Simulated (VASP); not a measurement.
Band structure of Cr (bcc, AFM order). Calculation: r2SCAN+rVV10, VASP's PBE PAW potentials (set 64) (plane waves; VASP).

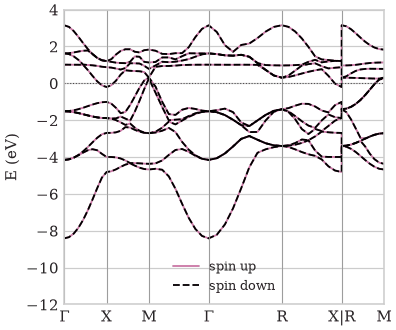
Figure: Bands along high-symmetry lines, zero at the valence-band maximum or, without a gap, the Fermi level

Problem. Read the plot: is there a gap, and where are the band edges?

Solution. It has no gap at this level: it comes out as a metal or semimetal.

The compound is Cr in the bcc, AFM order structure. It was relaxed first, which changed the volume by +8 %.
